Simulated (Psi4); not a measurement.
BNH₅Cl: geometry relaxation (part 2 of 2)

The same run, continued: BNH₅Cl; M06-2X/6-31G*, RKS (Psi4 1.11). The geometry comes from this level: GFN2-xTB.

Geometry of the input (Å):
```
N  -0.4081  0.6052  -0.4110
B  0.2881  -0.5067  0.5679
Cl 1.3436  -1.4220  -0.6309
H  -0.9063  0.0996  -1.1394
H  0.3414  1.1386  -0.8448
H  -1.0401  1.2197  0.0942
H  0.9482  0.0682  1.3644
H  -0.5668  -1.2025  0.9994
```

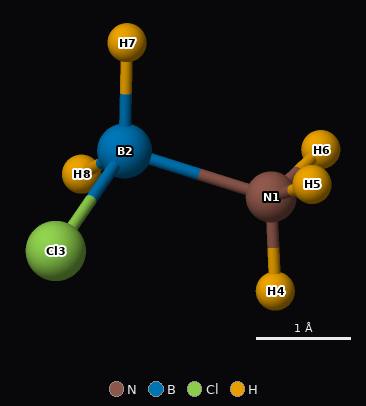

The geometry at step 12 of the log (ball-and-stick view, seen at a tilt; atoms are numbered from 1 in the order of the input).

Trajectory as extended XYZ, continued
```
8
Properties=species:S:1:pos:R:3:forces:R:3 step=1 energy=-14769.80922
N    -0.4167    0.6000   -0.3601   -0.7729   1.4984  -1.7572
B     0.2594   -0.4764    0.5789    0.4647  -0.7541   0.8427
Cl    1.3615   -1.4353   -0.6572   -0.2952   0.2514   0.3424
H    -0.9474    0.1356   -1.1398    0.5529   0.3852   0.8728
H     0.3130    1.1861   -0.8420   -0.7139  -0.6725   0.6013
H    -1.0789    1.2634    0.1068    0.6624  -0.7373  -0.2336
H     0.9348    0.1273    1.4065   -0.3260  -0.3160  -0.4309
H    -0.6322   -1.1866    1.0289    0.4417   0.3279  -0.2306
8
Properties=species:S:1:pos:R:3:forces:R:3 step=2 energy=-14769.90502
N    -0.4108    0.6035   -0.3950   -0.0923   0.2068  -0.2737
B     0.2791   -0.4972    0.5714    0.1327  -0.2119   0.2151
Cl    1.3492   -1.4262   -0.6392    0.1843  -0.1768  -0.1494
H    -0.9193    0.1109   -1.1395    0.0749   0.2092   0.1729
H     0.3324    1.1535   -0.8439   -0.2706  -0.0717   0.1029
H    -1.0523    1.2334    0.0982    0.1252  -0.1170  -0.1135
H     0.9440    0.0868    1.3777   -0.0295   0.1089   0.0313
H    -0.5874   -1.1975    1.0087   -0.1144   0.0401   0.0163
8
Properties=species:S:1:pos:R:3:forces:R:3 step=3 energy=-14769.86589
N    -0.4339    0.6309   -0.3911    0.0641  -0.5695   1.1274
B     0.2704   -0.4973    0.6081    0.0922  -0.0243  -0.3486
Cl    1.3656   -1.4413   -0.6554   -0.3777   0.3054   0.5057
H    -0.9391    0.1561   -1.1119   -0.4716  -0.4333  -0.7083
H     0.2828    1.1750   -0.8221    0.7619   0.5908  -0.4896
H    -1.0661    1.2486    0.1021   -0.2247   0.2079   0.2257
H     0.9253    0.1315    1.4089   -0.1258  -0.2212  -0.2072
H    -0.6368   -1.1781    1.0331    0.2929   0.1338  -0.1140
8
Properties=species:S:1:pos:R:3:forces:R:3 step=4 energy=-14769.91316
N    -0.4175    0.6115   -0.3938   -0.0359  -0.0212   0.1186
B     0.2766   -0.4972    0.5820    0.1279  -0.1599   0.0301
Cl    1.3540   -1.4306   -0.6439    0.0079  -0.0252   0.0551
H    -0.9251    0.1241   -1.1315   -0.0717   0.0315  -0.0682
H     0.3180    1.1598   -0.8375    0.0116   0.1046  -0.0584
H    -1.0563    1.2378    0.0993    0.0262  -0.0246  -0.0185
H     0.9385    0.0998    1.3868   -0.0570   0.0134  -0.0388
H    -0.6018   -1.1919    1.0158    0.0038   0.0673  -0.0227
8
Properties=species:S:1:pos:R:3:forces:R:3 step=5 energy=-14769.90500
N    -0.4272    0.6189   -0.3877    0.6822  -0.3337  -0.7823
B     0.2871   -0.5101    0.5859   -0.1519   0.2073  -0.1898
Cl    1.3558   -1.4314   -0.6466   -0.0014  -0.0228   0.0872
H    -0.9372    0.1395   -1.1394    0.0726   0.1254   0.2119
H     0.3087    1.1782   -0.8456   -0.3112  -0.1912   0.2184
H    -1.0572    1.2417    0.0919   -0.3701   0.3236   0.3599
H     0.9276    0.1129    1.3818    0.0750  -0.0357   0.0534
H    -0.6111   -1.1771    1.0114    0.0190  -0.0893   0.0396
8
Properties=species:S:1:pos:R:3:forces:R:3 step=6 energy=-14769.91462
N    -0.4202    0.6136   -0.3921    0.1644  -0.1056  -0.1286
B     0.2795   -0.5008    0.5831    0.0484  -0.0545  -0.0355
Cl    1.3545   -1.4308   -0.6446    0.0052  -0.0244   0.0641
H    -0.9284    0.1284   -1.1337   -0.0311   0.0586   0.0100
H     0.3154    1.1649   -0.8398   -0.0814   0.0207   0.0196
H    -1.0566    1.2389    0.0973   -0.0800   0.0676   0.0846
H     0.9355    0.1034    1.3854   -0.0194   0.0000  -0.0121
H    -0.6044   -1.1878    1.0146    0.0073   0.0227  -0.0047
8
Properties=species:S:1:pos:R:3:forces:R:3 step=7 energy=-14769.89885
N    -0.4168    0.6140   -0.3998   -0.7495   0.5193   0.4380
B     0.2904   -0.5147    0.5826   -0.2490   0.3801  -0.1808
Cl    1.3521   -1.4296   -0.6407    0.1278  -0.1565   0.0043
H    -0.9478    0.1534   -1.1409    0.0713  -0.0483  -0.0214
H     0.2940    1.1891   -0.8461    0.1644   0.0294  -0.0958
H    -1.0700    1.2538    0.0985    0.5359  -0.5593  -0.2551
H     0.9185    0.1200    1.3786    0.1149  -0.0525   0.0684
H    -0.6166   -1.1668    1.0093    0.0052  -0.1365   0.0430
8
Properties=species:S:1:pos:R:3:forces:R:3 step=8 energy=-14769.91559
N    -0.4195    0.6137   -0.3936   -0.0183   0.0212  -0.0093
B     0.2816   -0.5035    0.5830   -0.0087   0.0304  -0.0686
Cl    1.3540   -1.4306   -0.6439    0.0279  -0.0489   0.0536
H    -0.9321    0.1332   -1.1350   -0.0123   0.0366   0.0021
H     0.3113    1.1695   -0.8410   -0.0321   0.0223  -0.0034
H    -1.0591    1.2418    0.0975    0.0454  -0.0600   0.0137
H     0.9322    0.1066    1.3841    0.0075  -0.0094   0.0047
H    -0.6067   -1.1837    1.0136    0.0058  -0.0091   0.0053
8
Properties=species:S:1:pos:R:3:forces:R:3 step=9 energy=-14769.91668
N    -0.4213    0.6170   -0.3972   -0.0105  -0.0007  -0.0421
B     0.2819   -0.5012    0.5737   -0.0591   0.0435   0.1153
Cl    1.3553   -1.4335   -0.6392    0.0472  -0.0585   0.0038
H    -0.9389    0.1439   -1.1386   -0.0185  -0.0063  -0.0305
H     0.3028    1.1793   -0.8447    0.0292   0.0344  -0.0278
H    -1.0588    1.2411    0.0977   -0.0059  -0.0160   0.0787
H     0.9284    0.1111    1.3815   -0.0177  -0.0394  -0.0572
H    -0.6099   -1.1784    1.0113    0.0532   0.0220  -0.0392
8
Properties=species:S:1:pos:R:3:forces:R:3 step=10 energy=-14769.91744
N    -0.4278    0.6265   -0.4094    0.0698   0.1360   0.0137
B     0.2748   -0.4894    0.5646    0.0490  -0.0621  -0.0910
Cl    1.3616   -1.4432   -0.6303   -0.0432   0.0375   0.0473
H    -0.9568    0.1685   -1.1504   -0.0172  -0.0746  -0.0654
H     0.2864    1.2061   -0.8566   -0.0134  -0.0735   0.0198
H    -1.0602    1.2406    0.1049   -0.0134  -0.0147   0.0540
H     0.9171    0.1194    1.3695    0.0514   0.0589   0.0267
H    -0.6130   -1.1625    1.0017   -0.0573  -0.0391  -0.0040
8
Properties=species:S:1:pos:R:3:forces:R:3 step=11 energy=-14769.91799
N    -0.4251    0.6225   -0.4042    0.0372   0.0761  -0.0091
B     0.2778   -0.4944    0.5685    0.0029  -0.0169  -0.0034
Cl    1.3589   -1.4391   -0.6341   -0.0050  -0.0031   0.0288
H    -0.9492    0.1581   -1.1454   -0.0179  -0.0468  -0.0517
H     0.2933    1.1947   -0.8516    0.0056  -0.0271  -0.0011
H    -1.0596    1.2408    0.1019   -0.0117  -0.0139   0.0660
H     0.9219    0.1159    1.3746    0.0218   0.0171  -0.0091
H    -0.6117   -1.1692    1.0058   -0.0103  -0.0130  -0.0189
8
Properties=species:S:1:pos:R:3:forces:R:3 step=12 energy=-14769.91367
N    -0.4260    0.6364   -0.4132   -0.5045  -0.5516  -0.1550
B     0.2735   -0.4906    0.5602    0.0827   0.0488  -0.0438
Cl    1.3617   -1.4468   -0.6270   -0.0404   0.0350   0.0196
H    -0.9632    0.1672   -1.1597    0.2664   0.2125   0.3273
H     0.2824    1.2071   -0.8602    0.2343   0.1951  -0.1205
H    -1.0623    1.2376    0.1117    0.0305   0.0352  -0.0026
H     0.9168    0.1228    1.3657    0.0098   0.0062  -0.0065
H    -0.6167   -1.1622    0.9969   -0.0512  -0.0109  -0.0171
8
Properties=species:S:1:pos:R:3:forces:R:3 step=13 energy=-14769.91822
N    -0.4252    0.6251   -0.4059   -0.0618  -0.0416  -0.0401
B     0.2770   -0.4937    0.5669    0.0174  -0.0045  -0.0109
Cl    1.3594   -1.4405   -0.6328   -0.0115   0.0040   0.0270
H    -0.9518    0.1597   -1.1480    0.0357   0.0026   0.0207
H     0.2913    1.1970   -0.8532    0.0471   0.0129  -0.0224
H    -1.0601    1.2402    0.1037   -0.0050  -0.0039   0.0544
H     0.9209    0.1172    1.3729    0.0196   0.0151  -0.0086
H    -0.6126   -1.1679    1.0041   -0.0178  -0.0126  -0.0186
8
Properties=species:S:1:pos:R:3:forces:R:3 step=14 energy=-14769.91729
N    -0.4312    0.6327   -0.4172    0.1477   0.0459   0.1526
B     0.2773   -0.4905    0.5583   -0.0454   0.0373   0.0361
Cl    1.3621   -1.4455   -0.6249    0.0019   0.0035  -0.0220
H    -0.9578    0.1688   -1.1572   -0.0393  -0.0043  -0.0276
H     0.2885    1.2093   -0.8625   -0.1088  -0.0636   0.0566
H    -1.0611    1.2381    0.1164    0.0696  -0.0685  -0.1129
H     0.9205    0.1258    1.3653   -0.0318  -0.0128  -0.0513
H    -0.6178   -1.1628    0.9952    0.0305   0.0321  -0.0304
8
Properties=species:S:1:pos:R:3:forces:R:3 step=15 energy=-14769.91854
N    -0.4272    0.6276   -0.4097    0.0106  -0.0140   0.0232
B     0.2771   -0.4926    0.5640   -0.0039   0.0098   0.0047
Cl    1.3603   -1.4422   -0.6301   -0.0071   0.0040   0.0104
H    -0.9538    0.1628   -1.1511    0.0106   0.0004   0.0045
H     0.2904    1.2011   -0.8563   -0.0057  -0.0128   0.0044
H    -1.0604    1.2395    0.1080    0.0188  -0.0246  -0.0001
H     0.9208    0.1201    1.3703    0.0022   0.0057  -0.0230
H    -0.6144   -1.1662    1.0011   -0.0015   0.0025  -0.0225
8
Properties=species:S:1:pos:R:3:forces:R:3 step=16 energy=-14769.91871
N    -0.4268    0.6276   -0.4111    0.0029  -0.0018   0.0016
B     0.2767   -0.4908    0.5618   -0.0089  -0.0177  -0.0090
Cl    1.3604   -1.4429   -0.6285    0.0049  -0.0035  -0.0058
H    -0.9542    0.1653   -1.1534    0.0011  -0.0123   0.0084
H     0.2886    1.2027   -0.8586    0.0089  -0.0029   0.0103
H    -1.0592    1.2371    0.1099    0.0083  -0.0104  -0.0028
H     0.9208    0.1229    1.3656    0.0059   0.0116   0.0044
H    -0.6159   -1.1646    0.9961    0.0017   0.0068  -0.0050
8
Properties=species:S:1:pos:R:3:forces:R:3 step=17 energy=-14769.91862
N    -0.4263    0.6275   -0.4112    0.0053   0.0020  -0.0025
B     0.2752   -0.4913    0.5607    0.0866   0.0571   0.0122
Cl    1.3606   -1.4429   -0.6281    0.0037  -0.0095  -0.0088
H    -0.9542    0.1653   -1.1529   -0.0032  -0.0106  -0.0072
H     0.2890    1.2034   -0.8580    0.0046  -0.0106   0.0092
H    -1.0581    1.2358    0.1111   -0.0018   0.0001   0.0016
H     0.9213    0.1257    1.3643   -0.0294  -0.0278  -0.0241
H    -0.6163   -1.1627    0.9938   -0.0406  -0.0311   0.0216
8
Properties=species:S:1:pos:R:3:forces:R:3 step=18 energy=-14769.91873
N    -0.4267    0.6276   -0.4111    0.0036  -0.0008   0.0004
B     0.2763   -0.4909    0.5615    0.0177   0.0032  -0.0029
Cl    1.3604   -1.4429   -0.6284    0.0045  -0.0052  -0.0067
H    -0.9542    0.1653   -1.1532   -0.0001  -0.0118   0.0041
H     0.2887    1.2029   -0.8584    0.0077  -0.0050   0.0100
H    -1.0589    1.2367    0.1102    0.0055  -0.0075  -0.0016
H     0.9209    0.1237    1.3652   -0.0040   0.0006  -0.0037
H    -0.6160   -1.1641    0.9955   -0.0100  -0.0037   0.0024
8
Properties=species:S:1:pos:R:3:forces:R:3 step=19 energy=-14769.91874
N    -0.4264    0.6272   -0.4108    0.0037  -0.0062   0.0002
B     0.2764   -0.4903    0.5611   -0.0030  -0.0098   0.0000
Cl    1.3603   -1.4430   -0.6284    0.0055  -0.0053  -0.0032
H    -0.9547    0.1639   -1.1518    0.0101   0.0004  -0.0042
H     0.2897    1.2030   -0.8562    0.0002  -0.0058  -0.0070
H    -1.0582    1.2351    0.1117   -0.0044   0.0034   0.0039
H     0.9201    0.1262    1.3638    0.0025  -0.0067   0.0066
H    -0.6181   -1.1626    0.9940    0.0103  -0.0003   0.0054
8
Properties=species:S:1:pos:R:3:forces:R:3 step=20 energy=-14769.91876
N    -0.4265    0.6274   -0.4110    0.0036  -0.0032   0.0004
B     0.2764   -0.4907    0.5613    0.0085  -0.0026  -0.0016
Cl    1.3604   -1.4429   -0.6284    0.0050  -0.0052  -0.0051
H    -0.9544    0.1646   -1.1526    0.0044  -0.0063   0.0004
H     0.2892    1.2029   -0.8574    0.0044  -0.0054   0.0024
H    -1.0586    1.2360    0.1109    0.0011  -0.0026   0.0009
H     0.9206    0.1248    1.3646   -0.0011  -0.0027   0.0009
H    -0.6170   -1.1634    0.9948   -0.0010  -0.0022   0.0037
8
Properties=species:S:1:pos:R:3:forces:R:3 step=21 energy=-14769.91875
N    -0.4264    0.6272   -0.4109    0.0036  -0.0053   0.0003
B     0.2764   -0.4904    0.5612    0.0003  -0.0078  -0.0005
Cl    1.3603   -1.4430   -0.6284    0.0053  -0.0053  -0.0037
H    -0.9546    0.1641   -1.1520    0.0085  -0.0015  -0.0029
H     0.2896    1.2030   -0.8566    0.0014  -0.0057  -0.0043
H    -1.0583    1.2353    0.1115   -0.0029   0.0017   0.0031
H     0.9202    0.1258    1.3640    0.0015  -0.0056   0.0050
H    -0.6178   -1.1628    0.9942    0.0071  -0.0008   0.0050
8
Properties=species:S:1:pos:R:3:forces:R:3 step=22 energy=-14769.91876
N    -0.4265    0.6274   -0.4109    0.0036  -0.0037   0.0004
B     0.2764   -0.4906    0.5613    0.0064  -0.0039  -0.0014
Cl    1.3604   -1.4429   -0.6284    0.0050  -0.0052  -0.0048
H    -0.9545    0.1645   -1.1524    0.0054  -0.0051  -0.0004
H     0.2893    1.2029   -0.8572    0.0037  -0.0055   0.0008
H    -1.0585    1.2358    0.1110    0.0001  -0.0016   0.0014
H     0.9205    0.1250    1.3644   -0.0004  -0.0034   0.0019
H    -0.6172   -1.1633    0.9947    0.0010  -0.0019   0.0040
```

Summary

```json
{"quantity": "outcome", "value": "converged"}
{"quantity": "total energy", "value": "−542.784503 hartree"}
{"quantity": "basis functions", "value": "59"}
{"quantity": "HOMO", "value": "−8.35 eV"}
{"quantity": "LUMO", "value": "1.80 eV"}
{"quantity": "dipole moment", "value": "6.54 D"}
{"quantity": "hardware", "value": "1 thread of Intel Xeon (Granite Rapids), 12 GiB of memory available, shared host"}
{"quantity": "wall time", "value": "3.4 min"}
{"quantity": "peak memory", "value": "1.9 GiB"}
```
